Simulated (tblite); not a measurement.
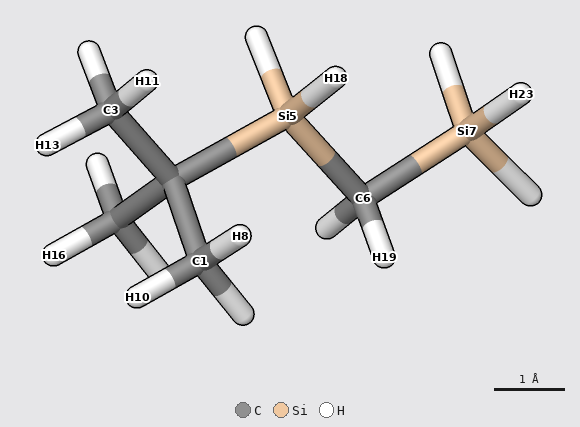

C5H16Si2, before the relaxation. The picture is a stick view, seen at a tilt.

All numbers below come from GFN2-xTB geometry optimisation, gas phase (tblite).

```xyz
23

C    -1.3710   -0.3184    1.5509
C    -1.2153    0.1915    0.0922
C    -2.0921    1.4288   -0.1013
C    -1.6621   -0.9122   -0.8839
Si    0.6897    0.6678   -0.2314
C     1.7698   -0.8140    0.0019
Si    3.5046   -0.2608   -0.3367
H    -1.0625    0.4479    2.2838
H    -0.7809   -1.2210    1.7396
H    -2.4312   -0.5645    1.7643
H    -1.8266    2.2417    0.5772
H    -2.0254    1.8155   -1.1260
H    -3.1609    1.1956    0.0871
H    -1.5518   -0.6028   -1.9220
H    -1.0776   -1.8276   -0.7443
H    -2.7168   -1.1779   -0.7012
H     0.7678    1.1792   -1.6296
H     1.0373    1.7534    0.7088
H     1.6840   -1.1943    1.0311
H     1.4923   -1.6192   -0.6695
H     3.6598    0.2232   -1.7247
H     4.4233   -1.4120   -0.1519
H     3.9407    0.8069    0.6231
```

Where does the relaxation end?

Answer. Over 37 geometry steps the energy falls by 4.68 kcal/mol. H21 moves most after the best rigid fit: 0.12 Å. Largest moves by element: H 0.12 Å, Si 0.12 Å, C 0.07 Å. Among the contacts that change: C2–Si5 1.990 → 1.920 Å, C6–Si7 1.852 → 1.897 Å, Si7–H23 1.500 → 1.463 Å, C1–C2 1.553 → 1.529 Å. Bond angles that change, for instance: Si5–C6–Si7 106.5° → 113.9°, C2–Si5–C6 110.3° → 112.6°, C6–Si5–H18 111.8° → 109.5°.

Final geometry:

```xyz
23

C    -1.3961   -0.3113    1.5391
C    -1.2258    0.1910    0.1050
C    -2.1205    1.4144   -0.0948
C    -1.6753   -0.9070   -0.8596
Si    0.5968    0.6928   -0.2319
C     1.8036   -0.7549   -0.0107
Si    3.6162   -0.2986   -0.3335
H    -1.0868    0.4482    2.2546
H    -0.8024   -1.2066    1.7131
H    -2.4401   -0.5564    1.7368
H    -1.8375    2.2141    0.5865
H    -2.0371    1.7908   -1.1121
H    -3.1647    1.1619    0.0910
H    -1.5696   -0.5815   -1.8927
H    -1.0857   -1.8118   -0.7244
H    -2.7226   -1.1595   -0.6899
H     0.6823    1.1977   -1.6098
H     0.9504    1.7742    0.6988
H     1.7170   -1.1498    1.0017
H     1.5229   -1.5684   -0.6796
H     3.7709    0.1806   -1.7073
H     4.4615   -1.4823   -0.1395
H     4.0379    0.7491    0.5969
```

The end point in the same view:

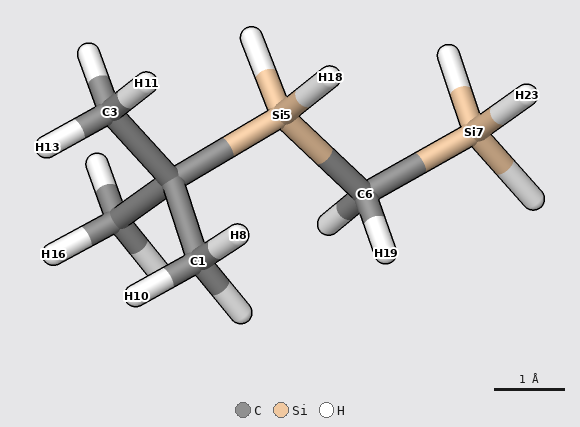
